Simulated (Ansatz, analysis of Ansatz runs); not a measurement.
# Li2CdCl4 (Imma), nudged elastic band: V_Li hop (4.4 Å) (q = −1)

Aim: the barrier of one jump in Li2CdCl4 (Imma) at charge −1: V_Li hop (4.4 Å). The model is a cell of 56 host atoms with 1 Li taken out; Li is the atom that moves.

Method: plane-wave PAW DFT, PBEsol; nudged elastic band between two relaxed defect structures at fixed charge in a uniform background, in Ansatz 0.2.0.

### Step 1. The structure

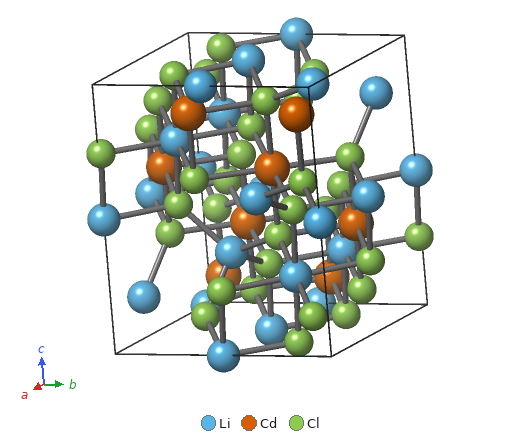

Start, viewed slightly off an axis; lithium blue, cadmium orange, chlorine green. Bonds to atoms that aren't drawn are left out. Some periodic images of atoms are drawn too.

The cell holds 55 atoms: 15 Li, 8 Cd and 32 Cl. Its edges and angles: a = 12.949 Å, b = 12.809 Å, c = 10.609 Å, α = 66.4°, β = 65.0°, γ = 48.6°. It derives from Li2CdCl4 (space group Imma). Nearest the centre at fractional (0.624, 0.624, 0.126): Li15 at 2.18 Å, Cl37 at 2.63 Å, Cl43 at 2.68 Å, Cl54 at 2.76 Å, Cl47 at 2.76 Å, Cl33 at 2.76 Å, Cl26 at 2.76 Å, Cd18 at 3.71 Å. The cell carries charge −1.

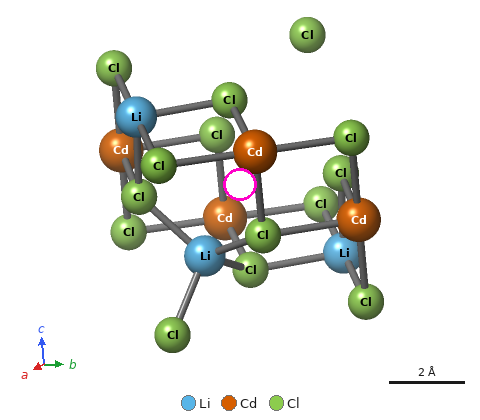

The atoms within 5 Å of the centre. A ring marks the centre wherever it is empty. Bonds to atoms that aren't drawn are left out.

The cell's shortest repeat is 10.6 Å.

### Step 2. Relaxation of the start point, charge −1

A barrier is counted from a minimum, so both ends are relaxed first. Small random displacements break the symmetry of the ideal sites, so that the defect can distort if it gains by it. The charge of −1 is set by the electron count, and a uniform background keeps the cell neutral.

Contents of qm1.start/input.yaml:

```yaml
crystal:
  lattice:
    - [0.0, 7.62069338, 10.46883164]
    - [7.38023042, 0.0, 10.46883164]
    - [7.38023042, 7.62069338, 0.0]
  atoms:
    - { symbol: Li, position: [0.19605462, 0.44605462, 0.05394538] }
    - { symbol: Li, position: [0.69605462, 0.94605462, 0.55394538] }
    - { symbol: Li, position: [0.94605462, 0.19605462, 0.80394538] }
    - { symbol: Li, position: [0.125, 0.625, 0.625] }
    - { symbol: Li, position: [0.375, 0.875, 0.875] }
    - { symbol: Li, position: [0.625, 0.125, 0.125] }
    - { symbol: Li, position: [0.875, 0.375, 0.375] }
    - { symbol: Li, position: [0.125, 0.125, 0.125] }
    - { symbol: Li, position: [0.375, 0.375, 0.375] }
    - { symbol: Li, position: [0.625, 0.625, 0.625] }
    - { symbol: Li, position: [0.875, 0.875, 0.875] }
    - { symbol: Li, position: [0.05394538, 0.80394538, 0.19605462] }
    - { symbol: Li, position: [0.30394538, 0.05394538, 0.44605462] }
    - { symbol: Li, position: [0.55394538, 0.30394538, 0.69605462] }
    - { symbol: Li, position: [0.80394538, 0.55394538, 0.94605462] }
    - { symbol: Cd, position: [0.0, 0.0, 0.5] }
    - { symbol: Cd, position: [0.25, 0.25, 0.75] }
    - { symbol: Cd, position: [0.5, 0.5, 0.0] }
    - { symbol: Cd, position: [0.75, 0.75, 0.25] }
    - { symbol: Cd, position: [0.0, 0.5, 0.5] }
    - { symbol: Cd, position: [0.25, 0.75, 0.75] }
    - { symbol: Cd, position: [0.5, 0.0, 0.0] }
    - { symbol: Cd, position: [0.75, 0.25, 0.25] }
    - { symbol: Cl, position: [0.13698115, 0.11817834, 0.88182166] }
    - { symbol: Cl, position: [0.38698115, 0.36817834, 0.13182166] }
    - { symbol: Cl, position: [0.63698115, 0.61817834, 0.38182166] }
    - { symbol: Cl, position: [0.88698115, 0.86817834, 0.63182166] }
    - { symbol: Cl, position: [0.24656242, 0.7496538, 0.50343758] }
    - { symbol: Cl, position: [0.49656242, 0.9996538, 0.75343758] }
    - { symbol: Cl, position: [0.74656242, 0.2496538, 0.00343758] }
    - { symbol: Cl, position: [0.99656242, 0.4996538, 0.25343758] }
    - { symbol: Cl, position: [0.11817834, 0.63698115, 0.86301885] }
    - { symbol: Cl, position: [0.36817834, 0.88698115, 0.11301885] }
    - { symbol: Cl, position: [0.61817834, 0.13698115, 0.36301885] }
    - { symbol: Cl, position: [0.86817834, 0.38698115, 0.61301885] }
    - { symbol: Cl, position: [0.2496538, 0.24656242, 0.0003462] }
    - { symbol: Cl, position: [0.4996538, 0.49656242, 0.2503462] }
    - { symbol: Cl, position: [0.7496538, 0.74656242, 0.5003462] }
    - { symbol: Cl, position: [0.9996538, 0.99656242, 0.7503462] }
    - { symbol: Cl, position: [0.0003462, 0.00343758, 0.2496538] }
    - { symbol: Cl, position: [0.2503462, 0.25343758, 0.4996538] }
    - { symbol: Cl, position: [0.5003462, 0.50343758, 0.7496538] }
    - { symbol: Cl, position: [0.7503462, 0.75343758, 0.9996538] }
    - { symbol: Cl, position: [0.13182166, 0.61301885, 0.38698115] }
    - { symbol: Cl, position: [0.38182166, 0.86301885, 0.63698115] }
    - { symbol: Cl, position: [0.63182166, 0.11301885, 0.88698115] }
    - { symbol: Cl, position: [0.88182166, 0.36301885, 0.13698115] }
    - { symbol: Cl, position: [0.00343758, 0.5003462, 0.74656242] }
    - { symbol: Cl, position: [0.25343758, 0.7503462, 0.99656242] }
    - { symbol: Cl, position: [0.50343758, 0.0003462, 0.24656242] }
    - { symbol: Cl, position: [0.75343758, 0.2503462, 0.49656242] }
    - { symbol: Cl, position: [0.11301885, 0.13182166, 0.36817834] }
    - { symbol: Cl, position: [0.36301885, 0.38182166, 0.61817834] }
    - { symbol: Cl, position: [0.61301885, 0.63182166, 0.86817834] }
    - { symbol: Cl, position: [0.86301885, 0.88182166, 0.11817834] }
total_charge: -1
basis:
  ecutwfc: 420
  xc_grid: 2
hamiltonian:
  xc: pbesol
kpoints:
  mp_grid: { grid: [1, 1, 1], shift: [0.25, 0.25, 0.25] }
scf:
  occupations: { method: fixed }
  max_iter: 150
output:
  forces: true
relax:
  f_tol: 0.02
  max_steps: 70
  random_displacement: { amplitude: 0.03, seed: 4935 }
```

On the command line:

```sh
$ ansatz run input.yaml --threads 4 --pin off --max-ram 14131MiB --backend cpu --events-out ev --progress --plain --runs-dir out
```

Numbers of over 12 decimals in the logs are rounded to 6 here.

The log of the run:

```text
[... repeated set-up lines and file paths are left out, and long positions are rounded to six places ...]
The last accepted step is kept in <dir> (removed where the run ends without a failure and the disk answers)
Engine: ansatz 0.2.0, x86_64-unknown-linux-gnu
Pseudopotentials: kind: paw
Pseudopotential: Li, paw, valence charge 3, recommended cutoff 420 eV (normal), Li.paw.azcp
Pseudopotential: Cd, paw, valence charge 20, recommended cutoff 420 eV (normal), Cd.paw.azcp
Pseudopotential: Cl, paw, valence charge 7, recommended cutoff 420 eV (normal), Cl.paw.azcp
Functional definition: PBEsol
  exchange = pbesol_x
  correlation = pbesol_c
Crystal: 55 atoms, lattice volume = 1177.586 Å³
Basis set: ecut = 420 eV, 23051 PW (Γ), exchange–correlation on 180×180×144 points (8 copies of the dense FFT grid, shifted against one another)
Bands: 270, of which v1, the nominal top of the filled ones, is band 215 counted from 1 (214 counted from 0)
Symmetry: 1 space group operations
k-points: 1
Non-local potential: Li, projectors of the file, l = 0: 3, l = 1: 2, l = 2: 1
Non-local potential: Cd, projectors of the file, l = 0: 3, l = 1: 2, l = 2: 2, l = 3: 1
Non-local potential: Cl, projectors of the file, l = 0: 2, l = 1: 2, l = 2: 2
PAW form: soft (Blöchl's): semilocal exchange-correlation on the pseudo side does not see the compensation charge
PAW frozen core: Cd, regenerated for the run's functional, and the local potential with it (the file was generated under x = pbe(κ = 0.804, μ = 0.219515), c = pbe(β = 0.066725))
PAW frozen core: Cl, regenerated for the run's functional, and the local potential with it (the file was generated under x = pbe(κ = 0.804, μ = 0.219515), c = pbe(β = 0.066725))
PAW one-centre angular grid: Li, 110 points (default); XC on 64 Gauss nodes
PAW one-centre angular grid: Cd, 590 points (default); XC on 64 Gauss nodes
PAW one-centre angular grid: Cl, 110 points (default); XC on 64 Gauss nodes
Initial density: superposition of atomic densities (neutral atoms scaled as one to the charged cell's electrons: chi_scale 0, normalization atom), corrected by the library's trained network
Initial wavefunctions: pseudopotential atomic-orbital guess
Functional: x = pbesol(κ = 0.804, μ = 0.123457), c = pbesol(β = 0.046)
SCF iter   1: F=—  HF=-102540.643149 eV  |F-HF|=—  |Δ(HF+E_count)|=         —  Δρ=9.40e-3  dr2=1.11e0  ethr=1.77e-3  ⟨swp⟩=5.0  Hψ=779  notcnv=0  defer=53
preconditioner: auto → Resta (q_TF=auto, 2.307 Å⁻¹)  ε∞=3.5  [insulator: Δε(μ)=3.750 eV  Ē_g=12.632 eV  n_scr=242 (ndim 8)  ℏωp=19.8 eV  f_vac=0.069  ε∞_Penn≈3.5]
SCF iter   2: F=—  HF=-102540.280860 eV  |F-HF|=—  |Δ(HF+E_count)|=   3.62e-1  Δρ=2.38e-3  dr2=9.53e-2  ethr=2.59e-4  ⟨swp⟩=3.0  Hψ=497  notcnv=0  defer=53
SCF iter   3: F=—  HF=-102540.255953 eV  |F-HF|=—  |Δ(HF+E_count)|=   2.49e-2  Δρ=8.85e-4  dr2=1.24e-2  ethr=2.22e-5  ⟨swp⟩=2.0  Hψ=346  notcnv=0  defer=53
SCF iter   4: F=—  HF=-102540.256358 eV  |F-HF|=—  |Δ(HF+E_count)|=   4.05e-4  Δρ=2.56e-4  dr2=8.71e-4  ethr=2.88e-6  ⟨swp⟩=2.0  Hψ=361  notcnv=0  defer=53
SCF iter   5: F=—  HF=-102540.258476 eV  |F-HF|=—  |Δ(HF+E_count)|=   2.12e-3  Δρ=6.05e-5  dr2=5.49e-5  ethr=2.02e-7  ⟨swp⟩=2.0  Hψ=430  notcnv=0  defer=50
SCF iter   6: F=—  HF=-102540.258577 eV  |F-HF|=—  |Δ(HF+E_count)|=   1.01e-4  Δρ=3.35e-5  dr2=1.12e-5  ethr=2.33e-9  ⟨swp⟩=4.0  Hψ=840  notcnv=0
SCF iter   7: F=-102540.258585 eV  HF=-102540.258583 eV  |F-HF|=1.79e-6  |Δ(HF+E_count)|=   6.44e-6  Δρ=9.93e-6  dr2=1.32e-6  ethr=2.33e-9  ⟨swp⟩=4.0  Hψ=719  notcnv=0
SCF 1 converged in 7 iterations: F = -102540.258585 eV  dr2 = 1.32e-6
  greatest PAW one-centre occupation: 1.000 electrons in one spin orbital (limit 2), on the Cd atom at site 21 (counted from 0), in its partial waves of l = 0
relax step   1: F+E_penalty+E_count = -102540.25858501 eV  Δ(F+E_penalty+E_count) = +0.000e0 eV  max|allowed force component| = 7.698e-1 eV/Å  Δτ_max = 0.0000 Å  (7 SCF iters, dr2 threshold 1.00e-5 eV, accepted)
[... the SCF cycles and remarks between the steps are left out from here to the last step ...]
relax step   2: F+E_penalty+E_count = -102540.52365125 eV  Δ(F+E_penalty+E_count) = -2.651e-1 eV  max|allowed force component| = 2.183e-1 eV/Å  Δτ_max = 0.1496 Å  (5 SCF iters, dr2 threshold 3.70e-5 eV, accepted)
relax step   3: F+E_penalty+E_count = -102540.55648856 eV  Δ(F+E_penalty+E_count) = -3.284e-2 eV  max|allowed force component| = 5.004e-2 eV/Å  Δτ_max = 0.0504 Å  (5 SCF iters, dr2 threshold 2.98e-6 eV, accepted)
relax step   4: F+E_penalty+E_count = -102540.56202495 eV  Δ(F+E_penalty+E_count) = -5.536e-3 eV  max|allowed force component| = 2.148e-2 eV/Å  Δτ_max = 0.0143 Å  (6 SCF iters, accepted)
SCF iter   1: F=—  HF=-102540.563590 eV  |F-HF|=—  |Δ(HF+E_count)|=         —  Δρ=5.48e-4  dr2=3.31e-3  ethr=6.37e-6  ⟨swp⟩=3.0  Hψ=558  notcnv=0  defer=53
SCF iter   2: F=—  HF=-102540.562616 eV  |F-HF|=—  |Δ(HF+E_count)|=   9.74e-4  Δρ=2.15e-4  dr2=4.62e-4  ethr=7.70e-7  ⟨swp⟩=2.0  Hψ=327  notcnv=0  defer=53
SCF iter   3: F=—  HF=-102540.562607 eV  |F-HF|=—  |Δ(HF+E_count)|=   8.85e-6  Δρ=5.35e-5  dr2=3.03e-5  ethr=1.07e-7  ⟨swp⟩=2.0  Hψ=346  notcnv=0  defer=47
SCF iter   4: F=—  HF=-102540.563854 eV  |F-HF|=—  |Δ(HF+E_count)|=   1.25e-3  Δρ=1.00e-5  dr2=1.53e-6  ethr=7.05e-9  ⟨swp⟩=2.0  Hψ=399  notcnv=0  defer=47
SCF iter   5: F=—  HF=-102540.563854 eV  |F-HF|=—  |Δ(HF+E_count)|=   8.06e-8  Δρ=3.46e-6  dr2=1.67e-7  ethr=3.56e-10  ⟨swp⟩=2.0  Hψ=378  notcnv=0  defer=47
SCF iter   6: F=-102540.563854 eV  HF=-102540.563854 eV  |F-HF|=2.71e-9  |Δ(HF+E_count)|=   1.03e-7  Δρ=1.29e-6  dr2=1.86e-8  ethr=2.33e-11  ⟨swp⟩=3.0  Hψ=703  notcnv=0
SCF 5 converged in 6 iterations: F = -102540.563854 eV  dr2 = 1.86e-8
relax step   5: F+E_penalty+E_count = -102540.56385393 eV  Δ(F+E_penalty+E_count) = -1.829e-3 eV  max|allowed force component| = 1.072e-2 eV/Å  Δτ_max = 0.0112 Å  (6 SCF iters, accepted)
SCF converged after 6 iterations
Free energy (F): -102540.563854 eV
Harris-Foulkes:  -102540.563854 eV  (|F-HF|=2.71e-9)
Internal energy: -102540.563854 eV  (E = F + TS)
E sigma→0 (E₀):  -102540.563854 eV
Fermi energy:    2.522625 eV
--- Per-component energies (eV) ---
  E_band       = -6377.817941
  E_kinetic    = 9529.037908
  E_local      = -48847.290413  (includes V_loc(G=0)·N_el)
  E_nonlocal   = 740.617023
  E_hartree    = 21248.426050
  E_xc         = -4958.776594
  E_vxc        = -5865.035286  (∫ρ·V_xc dr)
  E_paw        = -52959.659271  (= ΣΔE_a)
  E_vpaw       = -4431.997434  (= ΣTr[D̂ρ^β])
  E_aug_tail   = 0.003284  (compensation charges beyond the density's cutoff)
  E_ewald      = -27298.167346
  E_core_change = 5.245505  (= ΣΔE_core)
  E_smearing   = -0.000000  (= −TS)
  E_closure    = -0.000000  (closes the sum)
  E_deformation_potential = -10.802585  (in the stress; not in F)
  Σ components = -102540.563854   (vs F -102540.563854, Δ=0.00e0)
--- Forces (eV/Å), atoms counted from 1 ---
  atom   1  Li     0.00791222    -0.00218737     0.00222364
  atom   2  Li     0.00529613     0.00068998    -0.00236401
  [... 12 atoms left out ...]
  atom  15  Li     0.00009548     0.00242046    -0.00333696
  [... 2 atoms left out ...]
  atom  18  Cd     0.00005513     0.00152642     0.00001483
  [... 3 atoms left out ...]
  atom  22  Cd     0.01071748    -0.00534191     0.00414052
  atom  23  Cd     0.00750498    -0.00545081    -0.00919053
  [... 2 atoms left out ...]
  atom  26  Cl    -0.00117158     0.00005184    -0.00096259
  [... 6 atoms left out ...]
  atom  33  Cl    -0.00177393     0.00155703    -0.00274336
  [... 3 atoms left out ...]
  atom  37  Cl    -0.00484448     0.00170608    -0.00114728
  [... 5 atoms left out ...]
  atom  43  Cl    -0.00142923     0.00124987     0.00026959
  [... 3 atoms left out ...]
  atom  47  Cl    -0.00395289     0.00156465     0.00594618
  [... 6 atoms left out ...]
  atom  54  Cl    -0.00282533    -0.00144955     0.00512164
  [... 1 atom left out ...]
  max |Σ_I F_I| component: 5.41e-5 eV/Å
--- Relaxed structure (5 steps of the walk, 5 accepted, 0 SCFs on fresh bases) ---
  F+E_penalty+E_count = -102540.56385393 eV   max|allowed force component| = 1.072e-2 eV/Å
  atoms:
    - { symbol: Li, position: [0.196693, 0.445723, 0.053740] }
    - { symbol: Li, position: [0.696699, 0.946246, 0.553323] }
    [... 12 atoms left out ...]
    - { symbol: Li, position: [0.801138, 0.555005, 0.948965] }
    [... 2 atoms left out ...]
    - { symbol: Cd, position: [0.499570, 0.500903, 0.004553] }
    [... 3 atoms left out ...]
    - { symbol: Cd, position: [0.497203, -0.003452, 0.002808] }
    - { symbol: Cd, position: [0.746317, 0.254796, 0.250213] }
    [... 2 atoms left out ...]
    - { symbol: Cl, position: [0.644544, 0.612753, 0.387544] }
    [... 6 atoms left out ...]
    - { symbol: Cl, position: [0.362670, 0.894720, 0.105405] }
    [... 3 atoms left out ...]
    - { symbol: Cl, position: [0.501539, 0.493040, 0.248648] }
    [... 5 atoms left out ...]
    - { symbol: Cl, position: [0.751500, 0.752719, 0.999507] }
    [... 3 atoms left out ...]
    - { symbol: Cl, position: [0.884266, 0.361725, 0.136316] }
    [... 6 atoms left out ...]
    - { symbol: Cl, position: [0.613912, 0.631573, 0.866256] }
    [... 1 atom left out ...]
```

Elapsed: 37 s, on 4 threads of Intel Xeon Platinum 8124M at 3.00GHz (Skylake/Cascade Lake), shared host; peak memory 1.9 GiB.

Step by step:

```csv
step,energy less that of the first step (eV),largest force component (eV/Å)
1,0.0000,0.7698
2,-0.2651,0.2183
3,-0.2979,0.0500
4,-0.3034,0.0215
5,-0.3053,0.0107
```

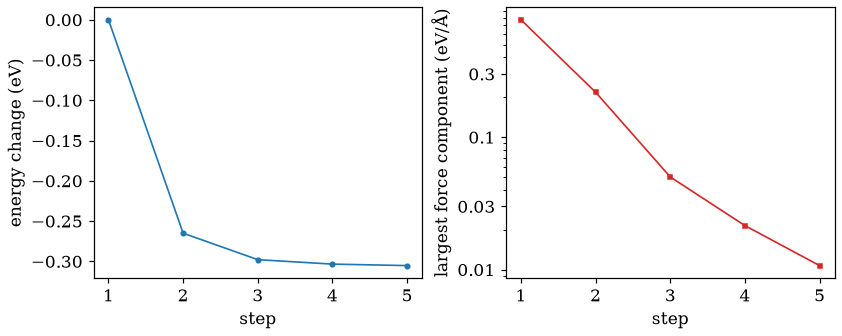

Energy and largest force along the relaxation.

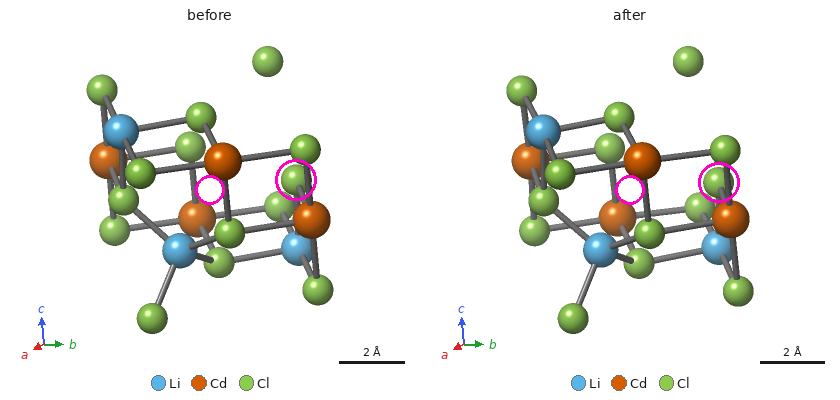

Before and after: the atoms that start within 5 Å of the centre. Cl33, which moves most, is ringed if it is among them. A ring with no atom in it marks the empty centre. Bonds to atoms that aren't drawn are left out.

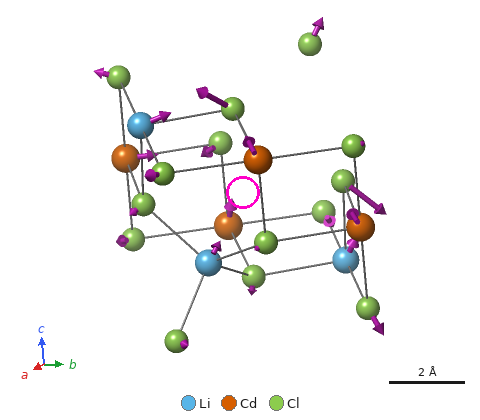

Displacements in the relaxation from the typed sites near the centre, exaggerated, the mean shift taken out; the longest in the cell stands for 0.11 Å. A ring marks the centre wherever it is empty. Bonds to atoms that aren't drawn are left out.

The atoms that moved most (Å, from the sites as typed, ahead of the random displacement, the mean shift of all atoms taken out):

```csv
atom,dx,dy,dz,length
Cl33,-0.001,-0.103,0.022,0.105
Cl26,0.000,0.098,0.021,0.101
Li9,-0.011,0.001,0.074,0.075
Li4,0.019,-0.002,0.065,0.067
Cd22,-0.007,-0.003,-0.067,0.067
Cd19,0.001,0.007,-0.066,0.067
Cl24,0.001,-0.055,0.017,0.057
Cl46,0.004,-0.011,-0.052,0.053
```

Neighbours of Li15 at the end:

```csv
atom,distance (Å)
Cl54,2.361
Cl47,2.362
Cl43,2.400
Cl48,2.451
Cd23,4.164
Cd18,4.169
Cl37,4.172
Cl30,4.232
```

Read from the output:

```
free energy                                                                                       : -102540.5639 eV
r.m.s. move of the farther half of the atoms                                                      : 0.03675 Å
largest move from the ideal geometry of this structure, a common shift of the far atoms taken out : 0.1067 Å
```

The relaxation gained 0.305 eV and ended with a largest force component of 0.011 eV/Å.

(Part 1 of 5 ends here.)

[Logs are printed without paths, hosts, clocks, repeated set-up lines and the standing remarks that a program may print on its own settings, such as how far it seeks lower states.]

[Hosts, paths, dates, database ids (printed as entryN), source tags and the programs' standing remarks are cut or masked in the printed files.]
